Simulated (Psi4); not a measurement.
# GeH2 (SMILES [GeH2]) at CCSD/def2-TZVPPD

What is the vertical ionisation energy of GeH2 at CCSD/def2-TZVPPD? 

The calculation is run with Psi4 1.11.

2 further runs of the same task are left out: 2 set aside as unsound or not needed.

### 1 The system as given

GeH2: 3 atoms, total charge 0, spin state singlet. As SMILES, `[GeH2]`. The shape is that of a PBE0-D4/def2-TZVP optimisation.

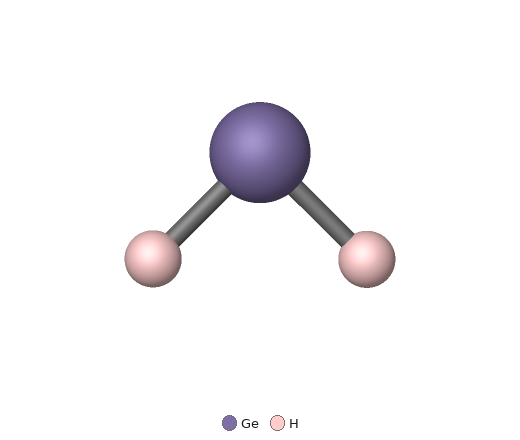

The structure, seen from a chosen angle (germanium purple, hydrogen pink).

### 2 The energy at CCSD/def2-TZVPPD

The input, geh2.json:

```json
{
 "schema_name": "qcschema_input",
 "schema_version": 1,
 "molecule": {
  "schema_name": "qcschema_molecule",
  "schema_version": 2,
  "symbols": ["Ge", "H", "H"],
  "geometry": [-1.07733286, 0.76552805, -0.49832078, 1.47965556, 1.40520035, 0.9618706, -0.40232269, -2.1707284, -0.46354982],
  "molecular_charge": 0,
  "molecular_multiplicity": 1,
  "fix_symmetry": "c1"
 },
 "driver": "energy",
 "model": {
  "method": "ccsd",
  "basis": "def2-TZVPPD"
 },
 "keywords": {
  "puream": true,
  "e_convergence": 1e-09,
  "d_convergence": 1e-08,
  "scf_type": "pk",
  "num_frozen_docc": 9
 }
}
```

The run is started by

```bash
$ psi4 --qcschema geh2.json -n 1 --memory 2200MB
```

stdout:

```text
[...]
  Running in c1 symmetry.
[...]
  Nuclear repulsion =   21.473702033599352
[...]
  Multiplicity = 1
[...]
  Nalpha       = 17
  Nbeta        = 17
[...]
    Number of basis functions: 88
[...]
   @RHF iter   1: -2075.29108209908964   -3.20080e+00   3.06492e-02 ADIIS/DIIS
[...]
   @RHF iter  10: -2076.47679827468892    1.81899e-12   1.70559e-09 DIIS
[...]
    Orbital Energies [Eh]
    ---------------------
    Doubly Occupied:
       1A   -405.240608     2A    -52.147896     3A    -46.236020
       4A    -46.233813     5A    -46.233333     6A     -7.189547
       7A     -5.167503     8A     -5.160224     9A     -5.157804
      10A     -1.642200    11A     -1.638800    12A     -1.635719
      13A     -1.629711    14A     -1.625854    15A     -0.673468
      16A     -0.437186    17A     -0.338138
[...]
  @RHF Final Energy: -2076.47679827468892
   => Energetics <=
    Nuclear Repulsion Energy =             21.4737020335993520
    One-Electron Energy =               -2939.1253555531948223
    Two-Electron Energy =                 841.1748552449065528
    Total Energy =                      -2076.4767982746889174
[...]
 Multipole Moments:
 ------------------------------------------------------------------------------------
     Multipole            Electronic (a.u.)      Nuclear  (a.u.)        Total (a.u.)
 ------------------------------------------------------------------------------------
 L = 1.  Multiply by 2.5417464519 to convert [e a0] to [Debye]
 Dipole X            :         -1.9640765            1.9501117           -0.0139648
 Dipole Y            :          1.2754231           -1.2664574            0.0089658
 Dipole Z            :         -0.0000000           -0.0000000           -0.0000000
 Magnitude           :                                                    0.0165952
[...]
      * MP2 total energy                      = -2076.717574848754339
[...]
      * CCSD total energy                     = -2076.733819923031206
[...]
```

The result, in JSON:

```text
{
 "driver": "energy",
 "model": {
  "method": "ccsd",
  "basis": "def2-TZVPPD"
 },
 "success": true,
 "return_result": -2076.733819923031,
 "properties": {
  "calcinfo_nbasis": 88,
  "calcinfo_nmo": 88,
  "calcinfo_nalpha": 17,
  "calcinfo_nbeta": 17,
  "calcinfo_natom": 3,
  "nuclear_repulsion_energy": 21.473702033599352,
  "return_energy": -2076.733819923031,
  "scf_one_electron_energy": -2939.125355553195,
  "scf_two_electron_energy": 841.1748552449066,
  "scf_dipole_moment": [-0.0139647793226656, 0.008965777839855749, -1.6192564484527005e-15],
  "scf_total_energy": -2076.476798274689,
  "scf_iterations": 10,
  "mp2_same_spin_correlation_energy": -0.062183448142356074,
  "mp2_opposite_spin_correlation_energy": -0.1785931259204194,
  "mp2_singles_energy": -1.9684154406749552e-26,
  "mp2_doubles_energy": -0.24077657406277547,
  "mp2_correlation_energy": -0.24077657406277547,
  "mp2_total_energy": -2076.7175748487543,
  "ccsd_same_spin_correlation_energy": -0.058376799682128194,
  "ccsd_opposite_spin_correlation_energy": -0.19864484865728274,
  "ccsd_singles_energy": 0.0,
  "ccsd_doubles_energy": -0.25702164833941094,
  "ccsd_correlation_energy": -0.2570216483394107,
  "ccsd_total_energy": -2076.733819923031,
  "ccsd_iterations": 17
 }
}
```

Wall time 20 s (1 thread of Intel Xeon at 2.70GHz, shared host); peak memory 0.58 GiB.

### 3 The doublet cation, same level

The input, run.py:

```python
import psi4

psi4.set_memory('2200 MB')
psi4.set_num_threads(1)
psi4.set_output_file('geh2.out', False)

molecule = psi4.geometry("""
1 2
Ge
H 1 1.59453
H 1 1.594436 2 90.64041
units angstrom
symmetry c1
no_reorient
no_com
""")

psi4.set_options({
    'basis': 'def2-TZVPPD',
    'reference': 'uhf',
    'puream': True,
    'e_convergence': 1e-09,
    'd_convergence': 1e-08,
    'scf_type': 'pk',
    'num_frozen_docc': 9,
    'maxiter': 100,
})

e_tot = psi4.energy('ccsd')
print(f'total energy {e_tot:.8f} hartree = {e_tot * 27.211386:.5f} eV')
```

The run is started by

```bash
$ python run.py
```

geh2.out:

```text
[...]
  Running in c1 symmetry.
[...]
  Nuclear repulsion =   21.473701843608630
[...]
  Multiplicity = 2
[...]
  Nalpha       = 17
  Nbeta        = 16
[...]
    Number of basis functions: 88
[...]
   @UHF iter   1: -2075.18773370256986   -3.09745e+00   2.93475e-02 DIIS/ADIIS
[...]
   @UHF iter  12: -2076.16631911337481   -1.59162e-11   4.98652e-09 DIIS
[...]
   @S^2 Observed:                7.665954826E-01
[...]
    Orbital Energies [Eh]
    ---------------------
    Alpha Occupied:
       1A   -405.571708     2A    -52.476508     3A    -46.564658
       4A    -46.563906     5A    -46.561418     6A     -7.519447
       7A     -5.495787     8A     -5.493022     9A     -5.485299
      10A     -1.970433    11A     -1.967418    12A     -1.963819
      13A     -1.958307    14A     -1.954817    15A     -0.981362
      16A     -0.726006    17A     -0.685393
    Alpha Virtual:
      18A     -0.256882    19A     -0.119612    20A     -0.099887
      21A     -0.055084    22A     -0.034267    23A     -0.033379
      24A     -0.027355    25A      0.012296    26A      0.019207
[...]
  @UHF Final Energy: -2076.16631911337481
   => Energetics <=
    Nuclear Repulsion Energy =             21.4737018436086302
    One-Electron Energy =               -2928.2393959258533869
    Two-Electron Energy =                 830.5993749688702792
    Total Energy =                      -2076.1663191133748114
  UHF NO Occupations:
  HONO-2 :   15  A 1.9961273
  HONO-1 :   16  A 1.9956782
[...]
 Multipole Moments:
 ------------------------------------------------------------------------------------
     Multipole            Electronic (a.u.)      Nuclear  (a.u.)        Total (a.u.)
 ------------------------------------------------------------------------------------
 L = 1.  Multiply by 2.5417464519 to convert [e a0] to [Debye]
 Dipole X            :          1.6821489           -1.6533240            0.0288249
 Dipole Y            :          1.6635676           -1.6350444            0.0285232
 Dipole Z            :         -0.0000000            0.0000000           -0.0000000
 Magnitude           :                                                    0.0405518
[...]
      * MP2 total energy                      = -2076.373781756636618
[...]
      * CCSD total energy                     = -2076.387397925455389
```

Standard output:

```text
total energy -2076.38739793 hartree = -56501.37897 eV
```

It took 56 s on 1 thread of Intel Xeon at 2.70GHz, shared host; peak memory 0.63 GiB.

### 4 Outcome

At CCSD/def2-TZVPPD, 9 core orbitals frozen:

| quantity | value |
| --- | --- |
| singlet GeH2: total energy | -2076.73382 Eh |
| singlet GeH2: HOMO energy (Hartree–Fock orbitals) | -9.20 eV |
| singlet GeH2: LUMO energy (Hartree–Fock orbitals) | 0.17 eV |
| singlet GeH2: HOMO–LUMO gap (Hartree–Fock orbitals) | 9.37 eV |
| singlet GeH2: correlation energy (9 core orbitals frozen) | -257.0 mEh |
| singlet GeH2: T1 diagnostic | 0.012 |
| doublet cation: total energy | -2076.38740 Eh |
| doublet cation: HOMO energy (Hartree–Fock orbitals) (highest over α and β) | -18.53 eV |
| doublet cation: LUMO energy (Hartree–Fock orbitals) (lowest over α and β) | -7.79 eV |
| doublet cation: correlation energy (9 core orbitals frozen) | -221.1 mEh |
| doublet cation: ⟨S²⟩ of the reference determinant | 0.767 |
| doublet cation: T1 diagnostic | 0.019 |
| vertical ionisation energy (to the doublet cation) | 9.427 eV |

**Reading.** Removing an electron at fixed nuclei costs 9.43 eV (910 kJ/mol).
